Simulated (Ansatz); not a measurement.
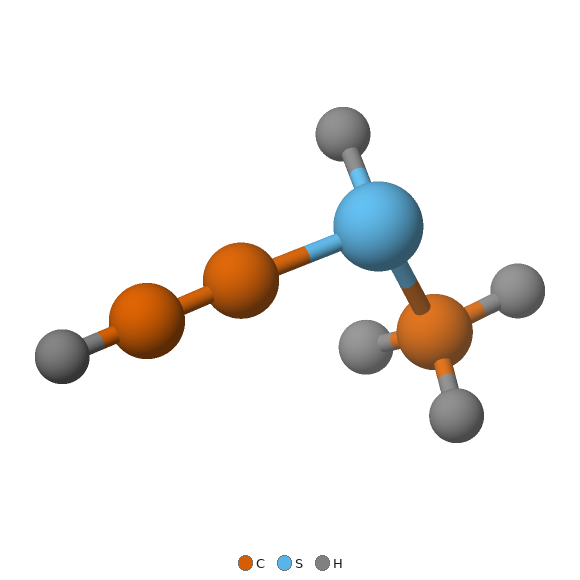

Charge +1, singlet. The computed structure is the end point of a PBE0-D4/def2-TZVP optimisation. No frequency run is at hand to confirm it as a minimum.

Draw it as a skeletal formula.

SMILES: C#C[SH+]C

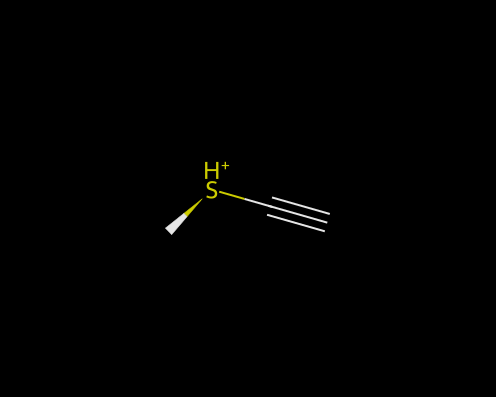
